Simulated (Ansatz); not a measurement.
```xyz
15

V    -0.0001   -0.0001    0.0002
F    -0.0042    0.0243    1.8035
F     0.0050   -0.0237   -1.8033
O     2.1050   -0.0348    0.0016
H     2.5005   -0.4692   -0.7812
H     2.5046   -0.4573    0.7887
O    -2.1051    0.0346   -0.0092
H    -2.4973    0.4493   -0.8043
H    -2.5078    0.4769    0.7654
O    -0.0332    2.1009   -0.0247
H     0.3627    2.5286   -0.8110
H     0.3524    2.5429    0.7589
O     0.0329   -2.1009    0.0326
H    -0.3593   -2.5504   -0.7434
H    -0.3562   -2.5213    0.8263
```

Geometry: PBE-D4/def2-SVP; not at a stationary point (largest force 0.9 eV/Å).

Method: Ansatz 0.2.0, UKS PBE0-D4/def2-TZVP.

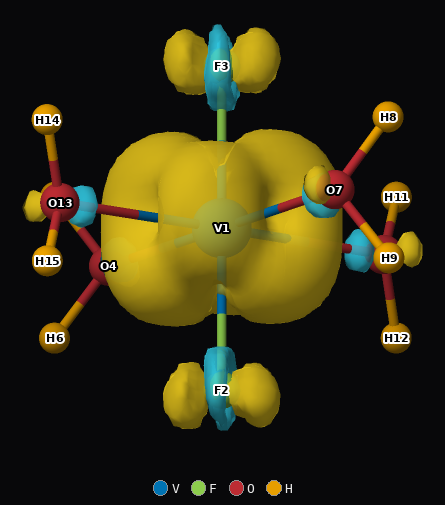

F2H8O4V (charge +1, triplet). Isosurfaces of the spin density at +0.03 (yellow) and −0.03 e/Å³ (cyan), seen from one side.

### Where is the unpaired spin?

The unpaired spin (2 electrons) lies mostly on V1 (about 1.8), in electrons by Hirshfeld's partition.
